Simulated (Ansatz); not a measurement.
# CCSD(T)/cc-pVDZ run of C2H4FNOSi (SMILES C[SiH](F)N=C=O)

What is the vertical singlet–triplet gap of C2H4FNOSi at CCSD(T)/cc-pVDZ? 

The calculation is run with Ansatz 0.2.0.

88 further runs of the same task are left out: 88 set aside as unsound or not needed. Runs told in other sessions of the task aren't counted.

**1. The molecule**

The species is C2H4FNOSi (10 atoms), meant as a singlet with charge 0. As SMILES, `C[SiH](F)N=C=O`. The coordinates come from a PBE0-D4/def2-TZVP relaxation. This is one conformer, not always the lowest.

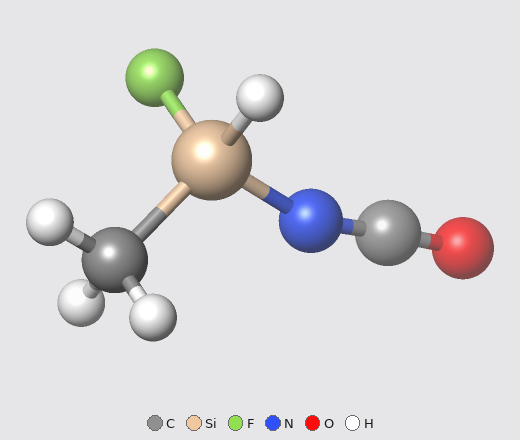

The structure, seen from a chosen angle (carbon grey, silicon light orange, fluorine green, nitrogen blue, oxygen red, hydrogen white).

**2. The energy at CCSD(T)/cc-pVDZ**

Contents of molecule.yaml:

```yaml
basis:
  gaussian: {orbitals: cc-pVDZ}
crystal:
  periodic: [false, false, false]
  atoms:
    - symbol: C
      position_ang: [-1.318900, -0.731800, 0.573000]
    - symbol: Si
      position_ang: [0.243800, -0.552500, -0.384700]
    - symbol: F
      position_ang: [1.343500, -1.551500, 0.196800]
    - symbol: "N"
      position_ang: [0.842100, 1.034600, -0.218600]
    - symbol: C
      position_ang: [1.568200, 1.980200, -0.298100]
    - symbol: O
      position_ang: [2.243900, 2.924800, -0.355000]
    - symbol: H
      position_ang: [-1.152000, -0.507500, 1.629000]
    - symbol: H
      position_ang: [-1.705900, -1.750300, 0.493100]
    - symbol: H
      position_ang: [-2.079000, -0.045100, 0.192700]
    - symbol: H
      position_ang: [0.097700, -0.852100, -1.825100]
accuracy: high
correlation: {method: ccsd_t, frozen_orbitals: {C: 1, F: 1, H: 0, "N": 1, O: 1, Si: 5}}
scf: {omitted_lower_state_checks: [cluster_reference, increment]}
```

Started as:

```sh
$ ansatz run molecule.yaml --threads 1 --pin off --max-ram 2610MiB --events-out events.jsonl --progress --plain --runs-dir runs
```

The log of the run:

```text
Warning: RAYON_NUM_THREADS=1 ignored (pool sized by the plan → 1); use --threads N
Functional definition: HF
  name "HF"
  exchange = exact_x
  correlation = 0
these checks for a lower state are left out or cut short: cluster_reference, increment
2440 factors; integrals over basis functions are off by at most 3.7e-9 eV
mean field evaluation 1: about -16210.9880 eV, gradient 4.3e1 eV
mean field evaluation 2: about -16211.1207 eV, gradient 4.4e1 eV
mean field evaluation 4: about -16214.9176 eV, gradient 4.0e0 eV
mean field evaluation 8: about -16214.9709 eV, gradient 4.1e-1 eV
mean field evaluation 16: about -16214.9713 eV, gradient 2.6e-8 eV
mean field -16214.97133737 eV, -595.8892057459 hartree, gradient 2.6e-8 eV, S^2 0.000000; 0 other end points of the search recorded, 0 dependent functions left out
10 core orbitals not correlated: weight in the atoms' cores, before any rotation towards them, 1.000 or more for the frozen orbitals, at most 0.000 for the correlated occupied ones
reference -16214.97133737 eV, -595.8892057459 hartree; 17, 17 occupied and 81, 81 virtual orbitals, 2440 factors
second order -23.90739166 eV of doubles, -0.00000000 eV of singles
cycle   1  -23.85521257 eV  change    5.2e-2 eV  update   1.3e-1
cycle   2  -24.51138158 eV  change   -6.6e-1 eV  update   4.1e-2
cycle   3  -24.68757171 eV  change   -1.8e-1 eV  update   2.0e-2
cycle   4  -24.68059772 eV  change    7.0e-3 eV  update   4.0e-3
cycle   5  -24.67739382 eV  change    3.2e-3 eV  update   1.6e-3
cycle   6  -24.67792282 eV  change   -5.3e-4 eV  update   4.2e-4
cycle   7  -24.67780209 eV  change    1.2e-4 eV  update   1.3e-4
cycle   8  -24.67773086 eV  change    7.1e-5 eV  update   4.0e-5
cycle   9  -24.67773192 eV  change   -1.1e-6 eV  update   1.7e-5
cycle  10  -24.67773914 eV  change   -7.2e-6 eV  update   7.1e-6
cycle  11  -24.67773042 eV  change    8.7e-6 eV  update   2.9e-6
cycle  12  -24.67773286 eV  change   -2.4e-6 eV  update   1.3e-6
cycle  13  -24.67773326 eV  change   -4.0e-7 eV  update   4.5e-7
cycle  14  -24.67773387 eV  change   -6.1e-7 eV  update   1.8e-7
cycle  15  -24.67773408 eV  change   -2.1e-7 eV  update   6.8e-8
cycle  16  -24.67773409 eV  change   -6.0e-9 eV  update   3.6e-8
cycle  17  -24.67773406 eV  change    3.1e-8 eV  update   1.4e-7
cycle  18  -24.67773405 eV  change    4.4e-9 eV  update   2.9e-8
cycle  19  -24.67773404 eV  change    1.3e-8 eV  update   8.6e-9
cycle  20  -24.67773404 eV  change    1.5e-9 eV  update   3.0e-9
cycle  21  -24.67773404 eV  change    2.1e-9 eV  update   1.1e-9
perturbative correction -0.76962951 eV, -0.0282833629 hartree
Total energy: -16240.41870091 eV, -596.8243791074 hartree
Checks for a lower state left out: cluster_reference, increment
```

Run time: 72 s. Hardware: 1 thread of Arm Neoverse V2, shared host; peak memory 0.91 GiB.

**3. The triplet**

Contents of run.yaml:

```yaml
crystal:
  periodic: [false, false, false]
  atoms:
    - symbol: C
      position_ang: [-1.318900, -0.731800, 0.573000]
    - symbol: Si
      position_ang: [0.243800, -0.552500, -0.384700]
    - symbol: F
      position_ang: [1.343500, -1.551500, 0.196800]
    - symbol: N
      position_ang: [0.842100, 1.034600, -0.218600]
    - symbol: C
      position_ang: [1.568200, 1.980200, -0.298100]
    - symbol: O
      position_ang: [2.243900, 2.924800, -0.355000]
    - symbol: H
      position_ang: [-1.152000, -0.507500, 1.629000]
    - symbol: H
      position_ang: [-1.705900, -1.750300, 0.493100]
    - symbol: H
      position_ang: [-2.079000, -0.045100, 0.192700]
    - symbol: H
      position_ang: [0.097700, -0.852100, -1.825100]
basis:
  gaussian:
    orbitals: cc-pVDZ
magnetization:
  spin_polarized: true
  initial_magnetization: 2
correlation:
  method: ccsd_t
  frozen_orbitals: {C: 1, F: 1, H: 0, "N": 1, O: 1, Si: 5}
accuracy: high
scf:
  omitted_lower_state_checks: [cluster_reference, increment]
```

Started as:

```sh
$ ansatz run run.yaml --threads 1 --pin off --max-ram 2610MiB --events-out events.jsonl --progress --plain --runs-dir runs
```

The log of the run:

```text
Warning: RAYON_NUM_THREADS=1 ignored (pool sized by the plan → 1); use --threads N
[... 4 set-up lines as earlier in the session ...]
these checks for a lower state are left out or cut short: cluster_reference, increment
2440 factors; integrals over basis functions are off by at most 3.7e-9 eV
mean field evaluation 1: about -16201.9365 eV, gradient 2.8e1 eV
mean field evaluation 2: about -16202.1043 eV, gradient 2.8e1 eV
mean field evaluation 4: about -16206.7052 eV, gradient 5.0e0 eV
mean field evaluation 8: about -16208.0763 eV, gradient 1.1e0 eV
mean field evaluation 16: about -16208.1502 eV, gradient 3.0e-1 eV
mean field evaluation 32: about -16208.3849 eV, gradient 3.7e-4 eV
mean field evaluation 64: about -16208.3844 eV, gradient 1.7e-2 eV
mean field evaluation 96: about -16206.8211 eV, gradient 5.8e0 eV
mean field evaluation 128: about -16208.3848 eV, gradient 1.8e-2 eV
mean field evaluation 160: about -16208.1419 eV, gradient 1.9e-8 eV
mean field evaluation 192: about -16208.3843 eV, gradient 2.8e-1 eV
mean field -16208.38494979 eV, -595.6471604668 hartree, gradient 2.6e-8 eV, S^2 2.021770; 9 other end points of the search recorded, 0 dependent functions left out
10 core orbitals not correlated: weight in the atoms' cores, before any rotation towards them, 1.000 or more for the frozen orbitals, at most 0.000 for the correlated occupied ones
reference -16208.38494979 eV, -595.6471604668 hartree; 18, 16 occupied and 80, 82 virtual orbitals, 2440 factors
second order -22.67676067 eV of doubles, -0.00000000 eV of singles
cycle   1  -23.17302029 eV  change   -5.0e-1 eV  update   1.3e-1
cycle   2  -23.82770705 eV  change   -6.5e-1 eV  update   4.2e-2
cycle   3  -24.03231777 eV  change   -2.0e-1 eV  update   3.0e-2
cycle   4  -24.03712348 eV  change   -4.8e-3 eV  update   1.3e-2
cycle   5  -24.03289456 eV  change    4.2e-3 eV  update   8.5e-3
cycle   6  -24.03632544 eV  change   -3.4e-3 eV  update   4.5e-3
cycle   7  -24.03903081 eV  change   -2.7e-3 eV  update   3.0e-3
cycle   8  -24.03961013 eV  change   -5.8e-4 eV  update   2.0e-3
cycle   9  -24.03983882 eV  change   -2.3e-4 eV  update   1.7e-3
cycle  10  -24.03935828 eV  change    4.8e-4 eV  update   1.6e-3
cycle  11  -24.03990929 eV  change   -5.5e-4 eV  update   1.4e-3
cycle  12  -24.04050897 eV  change   -6.0e-4 eV  update   1.1e-3
cycle  13  -24.04149998 eV  change   -9.9e-4 eV  update   8.8e-4
cycle  14  -24.04164656 eV  change   -1.5e-4 eV  update   7.0e-4
cycle  15  -24.04129235 eV  change    3.5e-4 eV  update   5.5e-4
cycle  16  -24.04126757 eV  change    2.5e-5 eV  update   4.5e-4
cycle  17  -24.04121032 eV  change    5.7e-5 eV  update   3.9e-4
cycle  18  -24.04134168 eV  change   -1.3e-4 eV  update   3.4e-4
cycle  19  -24.04150138 eV  change   -1.6e-4 eV  update   3.0e-4
cycle  20  -24.04155954 eV  change   -5.8e-5 eV  update   2.6e-4
cycle  21  -24.04165633 eV  change   -9.7e-5 eV  update   2.1e-4
cycle  22  -24.04172342 eV  change   -6.7e-5 eV  update   1.6e-4
cycle  23  -24.04165849 eV  change    6.5e-5 eV  update   1.0e-4
cycle  24  -24.04169028 eV  change   -3.2e-5 eV  update   6.9e-5
cycle  25  -24.04168064 eV  change    9.6e-6 eV  update   5.2e-5
cycle  26  -24.04168547 eV  change   -4.8e-6 eV  update   4.0e-5
cycle  27  -24.04169727 eV  change   -1.2e-5 eV  update   3.2e-5
cycle  28  -24.04169147 eV  change    5.8e-6 eV  update   2.4e-5
cycle  29  -24.04169513 eV  change   -3.7e-6 eV  update   1.8e-5
cycle  30  -24.04170858 eV  change   -1.3e-5 eV  update   1.1e-5
cycle  31  -24.04171232 eV  change   -3.7e-6 eV  update   7.1e-6
cycle  32  -24.04171757 eV  change   -5.3e-6 eV  update   4.9e-6
cycle  33  -24.04172097 eV  change   -3.4e-6 eV  update   3.8e-6
cycle  34  -24.04172146 eV  change   -4.9e-7 eV  update   3.1e-6
cycle  35  -24.04172255 eV  change   -1.1e-6 eV  update   2.5e-6
cycle  36  -24.04172336 eV  change   -8.2e-7 eV  update   1.9e-6
cycle  37  -24.04172328 eV  change    8.7e-8 eV  update   1.4e-6
cycle  38  -24.04172387 eV  change   -5.9e-7 eV  update   1.1e-6
cycle  39  -24.04172388 eV  change   -1.0e-8 eV  update   7.9e-7
cycle  40  -24.04172363 eV  change    2.5e-7 eV  update   5.3e-7
cycle  41  -24.04172376 eV  change   -1.3e-7 eV  update   3.5e-7
cycle  42  -24.04172384 eV  change   -7.7e-8 eV  update   2.5e-7
cycle  43  -24.04172391 eV  change   -7.3e-8 eV  update   1.8e-7
cycle  44  -24.04172394 eV  change   -2.9e-8 eV  update   1.3e-7
cycle  45  -24.04172401 eV  change   -6.6e-8 eV  update   8.6e-8
cycle  46  -24.04172405 eV  change   -4.6e-8 eV  update   6.3e-8
cycle  47  -24.04172407 eV  change   -1.5e-8 eV  update   4.9e-8
cycle  48  -24.04172399 eV  change    8.1e-8 eV  update   1.2e-7
cycle  49  -24.04172404 eV  change   -5.2e-8 eV  update   4.1e-8
cycle  50  -24.04172402 eV  change    1.4e-8 eV  update   2.4e-8
cycle  51  -24.04172403 eV  change   -5.4e-9 eV  update   1.8e-8
cycle  52  -24.04172403 eV  change   4.1e-10 eV  update   1.2e-8
cycle  53  -24.04172403 eV  change   -1.5e-9 eV  update   9.3e-9
cycle  54  -24.04172403 eV  change   -3.0e-9 eV  update   7.4e-9
cycle  55  -24.04172403 eV  change  -5.3e-10 eV  update   6.0e-9
cycle  56  -24.04172403 eV  change  -3.2e-12 eV  update   5.0e-9
cycle  57  -24.04172403 eV  change  -4.7e-11 eV  update   4.3e-9
cycle  58  -24.04172403 eV  change  -2.0e-10 eV  update   3.7e-9
perturbative correction -0.70032970 eV, -0.0257366419 hartree
Total energy: -16233.12700353 eV, -596.5564141709 hartree
Checks for a lower state left out: cluster_reference, increment
```

Run time: 9.5 min. Hardware: 1 thread of Arm Neoverse V2, shared host; peak memory 2 GiB.

**4. What came out**

At CCSD(T)/cc-pVDZ, 10 core orbitals frozen:

| quantity | value |
| --- | --- |
| singlet: total energy | -596.82438 Eh |
| singlet: correlation energy (10 core orbitals frozen) | -935.2 mEh |
| singlet: (T) correction | -28.28 mEh |
| singlet: T1 diagnostic | 0.015 |
| triplet: total energy | -596.55641 Eh |
| triplet: correlation energy (10 core orbitals frozen) | -909.3 mEh |
| triplet: (T) correction | -25.74 mEh |
| triplet: ⟨S²⟩ of the reference determinant | 2.022 |
| triplet: T1 diagnostic | 0.025 |
| vertical energy of the triplet above the singlet | 7.292 eV |

**Reading.** At this shape the triplet lies 7.29 eV (168 kcal/mol) above the singlet. The triples (singlet) make up 3.0 % of the correlation energy. The triples (triplet) make up 2.8 % of the correlation energy.
